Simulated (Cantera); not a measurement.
Charge: 1 mol HI, a varied amount of O2, held at 2100 °C and 0.100 bar.

Equilibrium computed with Cantera from the NASA thermochemical tables; the gas is ideal and each condensed phase is pure. Candidate condensed phases: H2O, I2; 12 gas species. Equilibrium is a limit: real reactors are often held back by kinetics, nucleation or transport.

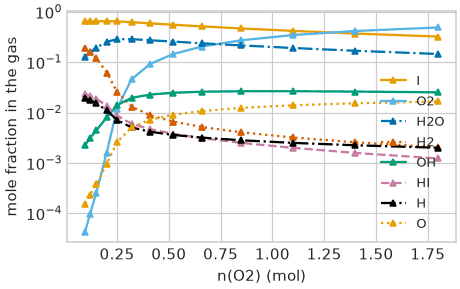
Fig. 1. Equilibrium gas composition (values under 1e-9 drawn at 1e-9)

**Question.** Read off the mole fractions at 0.12 mol O2.

**Answer.** I about 0.64, H2O about 0.16, H2 about 0.16, HI about 0.021, H about 0.017, OH about 0.0031, O about 0.00023, O2 about 9.8e-5.
